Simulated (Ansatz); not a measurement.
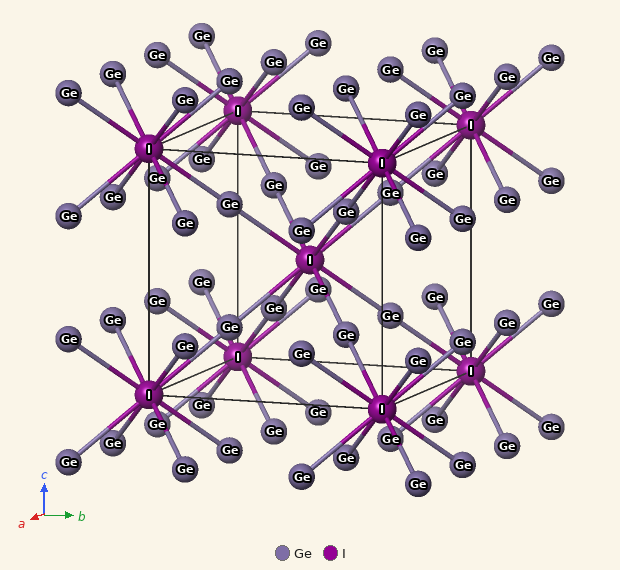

System Ge4I (space group Im-3m, No. 229); source of the atomic positions: the end point of a relaxation with DFT PBE, scalar-relativistic, plane waves, PAW (Ansatz 0.2.0); the starting structure was generated, so it need not be a known form of this composition.

Bonds are taken as Ge–I below 3.2 Å. The graph is simplified in the usual way: terminal and isolated atoms are pruned, two-connected atoms become edges.

Question: What kind of net remains, and which atoms are its nodes?

Answer: A uninodal 8-connected, three-periodic net: I is an 8-connected node. Ge becomes part of the edges.

Question: Does the net have a name?

Answer: It is the bcu net, known from CsCl and the body-centred cubic metals.

Question: Is the net interpenetrated?

Answer: It is a single net, without interpenetration.

Question: Give the point symbol of each node (shortest cycle at each angle).

Answer: I: 4^24.6^4.

The simplified net, drawn on the atoms' positions. Nodes are coloured by element. Short stubs are edges that leave the cut-out.

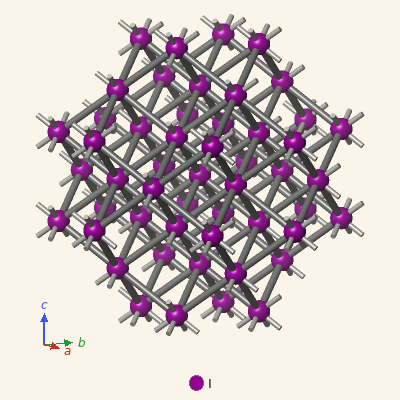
